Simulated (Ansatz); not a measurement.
**Geometry relaxation of CH6SSeSi (part 1 of 2)**

CH6SSeSi, SMILES C[Se][SiH2]S, computed with RKS B3LYP-D4/def2-SVP (Ansatz 0.2.0).

It belongs to a series of runs on one base structure; here: end point B relaxed. Figures and captions count atoms from 1; the log counts them from 0 in places.

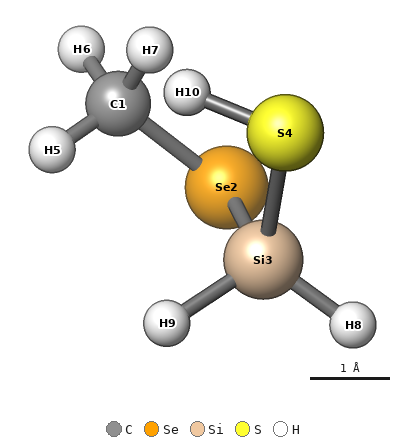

Figure 1. The starting structure (ball-and-stick view, seen at a tilt; atoms are numbered from 1 in the order of the input).

Key numbers:

- outcome: converged
- total energy: −85186.5947 eV
- mean-field energy: −85186.1495 eV
- largest force (length of the vector) at the end: 0.013 eV/Å
- hardware: 2 threads of Intel Xeon (Granite Rapids), 16 GiB of memory available, shared host
- wall time: 71 s (CPU time 2.3 min)
- peak memory: 0.29 GiB

Input:
```yaml
crystal:
  periodic: [false, false, false]
  atoms:
    - { symbol: C, position_ang: [-1.1813, 1.0712, -0.5331] }
    - { symbol: Se, position_ang: [-0.322, 1.0218, 1.1721] }
    - { symbol: Si, position_ang: [0.4641, -1.0614, 0.7141] }
    - { symbol: S, position_ang: [-1.20008, -2.35509, 0.04396] }
    - { symbol: H, position_ang: [-0.4886, 1.0488, -1.3878] }
    - { symbol: H, position_ang: [-1.7733, 2.0963, -0.6178] }
    - { symbol: H, position_ang: [-1.931, 0.2854, -0.6287] }
    - { symbol: H, position_ang: [1.11191, -1.62842, 1.82561] }
    - { symbol: H, position_ang: [1.43681, -0.93764, -0.45743] }
    - { symbol: H, position_ang: [-1.51064, -1.47499, -0.96581] }
basis:
  gaussian: { orbitals: def2-SVP }
hamiltonian:
  xc: b3lyp
  dispersion: d4
relax:
  f_tol: 0.015
  max_steps: 40
output:
  orbitals: {}
```

Launched with:
```bash
ansatz run input.yaml --threads 2 --pin off --max-ram 3072MiB --backend cpu --events-out ev --progress --plain --runs-dir out
```

The program's output:
```
The last accepted step is kept in [file] (removed where the run ends without a failure and the disk answers)
Engine: ansatz 0.2.0, x86_64-unknown-linux-gnu
Functional definition: B3LYP
  parameter a0 = 0.2
  parameter ax = 0.72
  parameter ac = 0.81
  exchange = (1 - a0 - ax)*slater_x + ax*b88_x + a0*exact_x
  correlation = (1 - ac)*vwn_rpa_c + ac*lyp_c
1168 factors; integrals over basis functions are off by at most 3.5e-4 eV
mean field evaluation 1: about -85182.0955 eV, gradient 3.8e1 eV
mean field evaluation 2: about -85179.1540 eV, gradient 4.9e1 eV
mean field evaluation 4: about -85185.7067 eV, gradient 1.3e0 eV
mean field evaluation 8: about -85185.7133 eV, gradient 2.6e-2 eV
mean field -85185.71333355 eV, -3130.5172240576 hartree, gradient 2.0e-5 eV, S^2 0.000000; 0 other end points of the search recorded, 0 dependent functions left out
the calculation of the forces begins
reference -85185.71357127 eV, -3130.5172327935 hartree; 38, 38 occupied and 74, 74 virtual orbitals, 1168 factors
relax step   1: F+E_penalty+E_count = -85186.18598422 eV  Δ(F+E_penalty+E_count) = +0.000e0 eV  max|allowed force component| = 2.731e0 eV/Å  Δτ_max = 0.0000 Å  (26 SCF iters, accepted)
these checks for a lower state are left out or cut short: starts, cluster_reference, orbital_swaps, neighbouring_geometries, increment
1168 factors; integrals over basis functions are off by at most 3.6e-4 eV
mean field evaluation 16: about -85185.9086 eV, gradient 6.1e0 eV
mean field -85186.04258014 eV, -3130.5293236466 hartree, gradient 2.5e-5 eV, S^2 0.000000; 0 other end points of the search recorded, 0 dependent functions left out
[... from here on the field's lines of each further geometry are left out, up to the last ...]
relax step   2: F+E_penalty+E_count = -85186.50158510 eV  Δ(F+E_penalty+E_count) = -3.156e-1 eV  max|allowed force component| = 7.788e-1 eV/Å  Δτ_max = 0.1966 Å  (27 SCF iters, accepted)
relax step   3: F+E_penalty+E_count = -85186.55502744 eV  Δ(F+E_penalty+E_count) = -5.344e-2 eV  max|allowed force component| = 2.133e-1 eV/Å  Δτ_max = 0.1521 Å  (28 SCF iters, accepted)
relax step   4: F+E_penalty+E_count = -85186.57078774 eV  Δ(F+E_penalty+E_count) = -1.576e-2 eV  max|allowed force component| = 1.907e-1 eV/Å  Δτ_max = 0.1115 Å  (26 SCF iters, accepted)
relax step   5: F+E_penalty+E_count = -85186.58160631 eV  Δ(F+E_penalty+E_count) = -1.082e-2 eV  max|allowed force component| = 8.695e-2 eV/Å  Δτ_max = 0.2000 Å  (27 SCF iters, accepted)
relax step   6: F+E_penalty+E_count = -85186.57526701 eV  Δ(F+E_penalty+E_count) = +6.339e-3 eV  max|allowed force component| = 6.967e-1 eV/Å  Δτ_max = 0.1614 Å  (28 SCF iters, rejected (line search))
relax step   7: F+E_penalty+E_count = -85186.58498786 eV  Δ(F+E_penalty+E_count) = -3.382e-3 eV  max|allowed force component| = 4.607e-2 eV/Å  Δτ_max = 0.0807 Å  (25 SCF iters, accepted)
relax step   8: F+E_penalty+E_count = -85186.58593234 eV  Δ(F+E_penalty+E_count) = -9.445e-4 eV  max|allowed force component| = 2.465e-1 eV/Å  Δτ_max = 0.0970 Å  (28 SCF iters, accepted)
relax step   9: F+E_penalty+E_count = -85186.58749282 eV  Δ(F+E_penalty+E_count) = -1.560e-3 eV  max|allowed force component| = 1.121e-1 eV/Å  Δτ_max = 0.0217 Å  (25 SCF iters, accepted)
relax step  10: F+E_penalty+E_count = -85186.58929867 eV  Δ(F+E_penalty+E_count) = -1.806e-3 eV  max|allowed force component| = 2.706e-2 eV/Å  Δτ_max = 0.0666 Å  (26 SCF iters, accepted)
relax step  11: F+E_penalty+E_count = -85186.58299935 eV  Δ(F+E_penalty+E_count) = +6.299e-3 eV  max|allowed force component| = 5.343e-1 eV/Å  Δτ_max = 0.1379 Å  (27 SCF iters, rejected (line search))
relax step  12: F+E_penalty+E_count = -85186.58851575 eV  Δ(F+E_penalty+E_count) = +7.829e-4 eV  max|allowed force component| = 8.083e-2 eV/Å  Δτ_max = 0.0177 Å  (26 SCF iters, rejected (line search))
relax step  13: F+E_penalty+E_count = -85186.58962640 eV  Δ(F+E_penalty+E_count) = -3.277e-4 eV  max|allowed force component| = 8.594e-3 eV/Å  Δτ_max = 0.0086 Å  (23 SCF iters, accepted)
relax step  14: F+E_penalty+E_count = -85186.59035683 eV  Δ(F+E_penalty+E_count) = -7.304e-4 eV  max|allowed force component| = 1.373e-1 eV/Å  Δτ_max = 0.0712 Å  (25 SCF iters, accepted)
relax step  15: F+E_penalty+E_count = -85186.59087006 eV  Δ(F+E_penalty+E_count) = -5.132e-4 eV  max|allowed force component| = 6.449e-2 eV/Å  Δτ_max = 0.0186 Å  (26 SCF iters, accepted)
relax step  16: F+E_penalty+E_count = -85186.59132234 eV  Δ(F+E_penalty+E_count) = -4.523e-4 eV  max|allowed force component| = 2.388e-2 eV/Å  Δτ_max = 0.0520 Å  (26 SCF iters, accepted)
relax step  17: F+E_penalty+E_count = -85186.59156085 eV  Δ(F+E_penalty+E_count) = -2.385e-4 eV  max|allowed force component| = 1.340e-1 eV/Å  Δτ_max = 0.0829 Å  (25 SCF iters, accepted)
relax step  18: F+E_penalty+E_count = -85186.59203217 eV  Δ(F+E_penalty+E_count) = -4.713e-4 eV  max|allowed force component| = 4.829e-2 eV/Å  Δτ_max = 0.0137 Å  (24 SCF iters, accepted)
relax step  19: F+E_penalty+E_count = -85186.59242921 eV  Δ(F+E_penalty+E_count) = -3.970e-4 eV  max|allowed force component| = 1.709e-2 eV/Å  Δτ_max = 0.0542 Å  (25 SCF iters, accepted)
relax step  20: F+E_penalty+E_count = -85186.58624276 eV  Δ(F+E_penalty+E_count) = +6.186e-3 eV  max|allowed force component| = 5.091e-1 eV/Å  Δτ_max = 0.1971 Å  (27 SCF iters, rejected (line search))
relax step  21: F+E_penalty+E_count = -85186.59246121 eV  Δ(F+E_penalty+E_count) = -3.200e-5 eV  max|allowed force component| = 1.458e-2 eV/Å  Δτ_max = 0.0110 Å  (23 SCF iters, accepted)
relax step  22: F+E_penalty+E_count = -85186.59294296 eV  Δ(F+E_penalty+E_count) = -4.818e-4 eV  max|allowed force component| = 7.090e-2 eV/Å  Δτ_max = 0.0883 Å  (25 SCF iters, accepted)
relax step  23: F+E_penalty+E_count = -85186.59309286 eV  Δ(F+E_penalty+E_count) = -1.499e-4 eV  max|allowed force component| = 1.112e-1 eV/Å  Δτ_max = 0.0504 Å  (25 SCF iters, accepted)
relax step  24: F+E_penalty+E_count = -85186.59340716 eV  Δ(F+E_penalty+E_count) = -3.143e-4 eV  max|allowed force component| = 7.099e-2 eV/Å  Δτ_max = 0.0256 Å  (25 SCF iters, accepted)
relax step  25: F+E_penalty+E_count = -85186.59387090 eV  Δ(F+E_penalty+E_count) = -4.637e-4 eV  max|allowed force component| = 2.272e-2 eV/Å  Δτ_max = 0.0579 Å  (29 SCF iters, accepted)
relax step  26: F+E_penalty+E_count = -85186.59362642 eV  Δ(F+E_penalty+E_count) = +2.445e-4 eV  max|allowed force component| = 1.617e-1 eV/Å  Δτ_max = 0.1060 Å  (28 SCF iters, rejected (line search))
relax step  27: F+E_penalty+E_count = -85186.59388184 eV  Δ(F+E_penalty+E_count) = -1.094e-5 eV  max|allowed force component| = 2.809e-2 eV/Å  Δτ_max = 0.0127 Å  (30 SCF iters, accepted)
relax step  28: F+E_penalty+E_count = -85186.59425483 eV  Δ(F+E_penalty+E_count) = -3.730e-4 eV  max|allowed force component| = 4.322e-3 eV/Å  Δτ_max = 0.0392 Å  (30 SCF iters, accepted)
relax step  29: F+E_penalty+E_count = -85186.59402680 eV  Δ(F+E_penalty+E_count) = +2.280e-4 eV  max|allowed force component| = 1.389e-1 eV/Å  Δτ_max = 0.0971 Å  (28 SCF iters, rejected (line search))
the calculation of the forces begins
reference -85186.14946686 eV, -3130.5332516610 hartree; 38, 38 occupied and 74, 74 virtual orbitals, 1167 factors
relax step  30: F+E_penalty+E_count = -85186.59448492 eV  Δ(F+E_penalty+E_count) = -2.301e-4 eV  max|allowed force component| = 1.241e-2 eV/Å  Δτ_max = 0.0463 Å  (29 SCF iters, accepted)
1167 factors; integrals over basis functions are off by at most 3.9e-4 eV
mean field evaluation 192: about -85182.2752 eV, gradient 4.0e1 eV
```

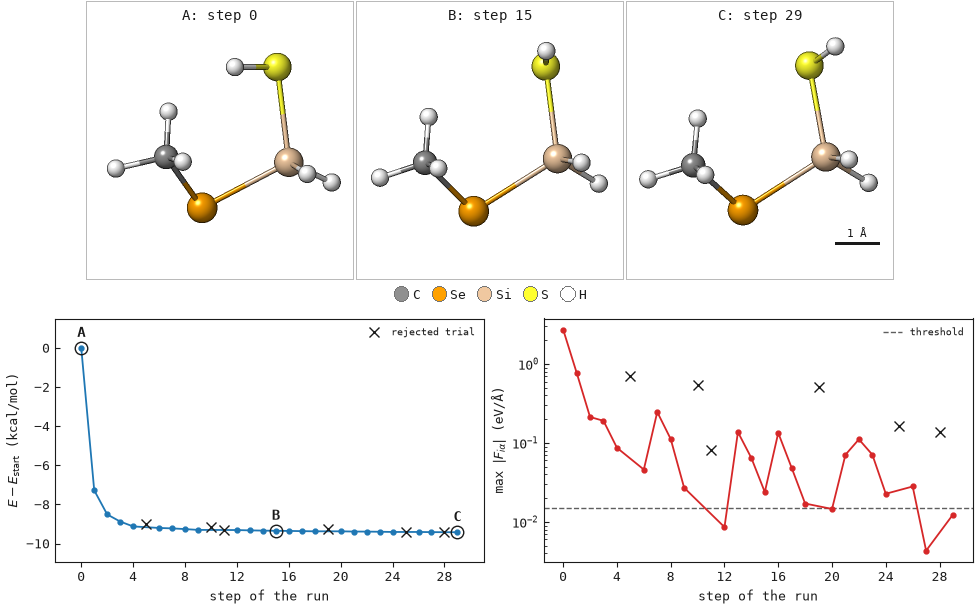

Figure 2. Frames of the relaxation (ball-and-stick view, seen at a tilt) above the curves, on which the letters mark them (the first geometry is step 0 here and step 1 in the log).

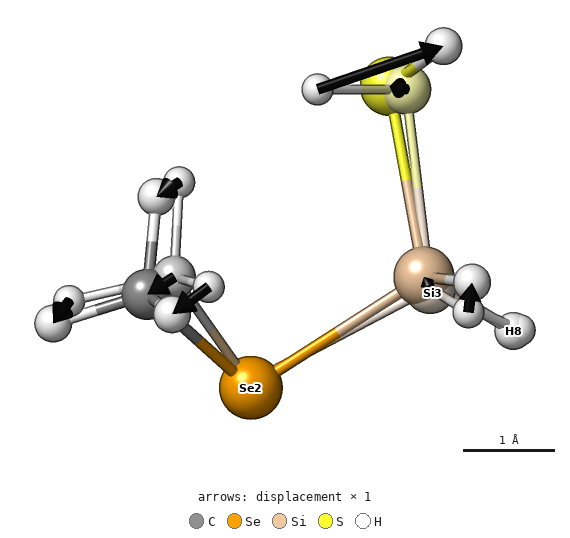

Figure 3. Start (faint) and end (solid) with the displacements as black arrows, at true length (ball-and-stick view, seen at a tilt). The two geometries are laid on each other by the best rigid fit. The atom that moves furthest after the best rigid fit is H10 (1.47 Å). Largest moves by element: H 1.47 Å, C 0.36 Å, S 0.25 Å, Si 0.14 Å, Se 0.09 Å. Distances before and after: C1–H6 1.187 → 1.098 Å, Si3–H8 1.406 → 1.488 Å, C1–Se2 1.910 → 1.978 Å, Si3–S4 2.212 → 2.172 Å. Among the angles that change: C1–Se2–Si3 90.0° → 97.1°, Se2–Si3–H8 111.7° → 104.8°, Se2–Si3–H9 107.5° → 113.2°. After 29 geometry steps the energy has fallen by 9.42 kcal/mol. Largest force component: 2.7 eV/Å at the start, 0.012 eV/Å at the end. The line search rejected the trial steps at points 5, 10, 11, 19, 25, 28 (counted from 0) and went back. (Atoms are counted from 1 in the order of the input.)

```
mean field -85186.14921655 eV, -3130.5332424625 hartree, gradient 2.7e-5 eV, S^2 0.000000; 1 other end points of the search recorded, 0 dependent functions left out
the calculation of the forces begins
reference -85186.14946686 eV, -3130.5332516610 hartree; 38, 38 occupied and 74, 74 virtual orbitals, 1167 factors
Total energy: -85186.59473523 eV, -3130.5496149718 hartree
Atom 0 at    -1.246342     1.425692    -0.533783 Å, force     0.001399     0.000107    -0.002743 eV/Å
Atom 1 at    -0.241778     1.049572     1.127843 Å, force    -0.003165    -0.002468     0.000757 eV/Å
Atom 2 at     0.360131    -1.089597     0.614038 Å, force     0.000984     0.001744    -0.001683 eV/Å
Atom 3 at    -1.400478    -2.279748     0.165958 Å, force     0.007169    -0.002085    -0.009973 eV/Å
Atom 4 at    -0.556032     1.560729    -1.376842 Å, force    -0.002786    -0.000353     0.003777 eV/Å
Atom 5 at    -1.804073     2.354770    -0.358414 Å, force     0.000653    -0.002061    -0.000853 eV/Å
Atom 6 at    -1.944823     0.602536    -0.733385 Å, force     0.002537     0.004314     0.000346 eV/Å
Atom 7 at     1.082489    -1.581567     1.818390 Å, force    -0.001042    -0.000101    -0.002211 eV/Å
Atom 8 at     1.245090    -1.179258    -0.583264 Å, force    -0.001954    -0.001912     0.000177 eV/Å
Atom 9 at    -0.888282    -2.797169    -0.975412 Å, force    -0.003796     0.002815     0.012407 eV/Å
Dipole moment:     0.070547    -0.000124    -0.352587 e Å
```

Trajectory as extended XYZ (Å, eV, eV/Å), 10 of the 30 frames kept, from step=1 to step=30:
```
10
Properties=species:S:1:pos:R:3:forces:R:3 step=1 energy=-85186.18598
C    -1.1813    1.0712   -0.5331   -1.7370   2.7311  -1.2348
Se   -0.3220    1.0218    1.1721    0.4163   0.0155   0.8690
Si    0.4641   -1.0614    0.7141   -0.6081   0.2583  -2.1082
S    -1.2001   -2.3551    0.0440    0.3737   0.4851  -0.0769
H    -0.4886    1.0488   -1.3878    0.1059  -0.0895   0.0965
H    -1.7733    2.0963   -0.6178    1.1452  -1.8784   0.2199
H    -1.9310    0.2854   -0.6287   -0.1640  -0.1074   0.0410
H     1.1119   -1.6284    1.8256    0.6642  -0.7503   1.4012
H     1.4368   -0.9376   -0.4574   -0.3415  -0.0810   0.4532
H    -1.5106   -1.4750   -0.9658    0.1453  -0.5834   0.3391
```
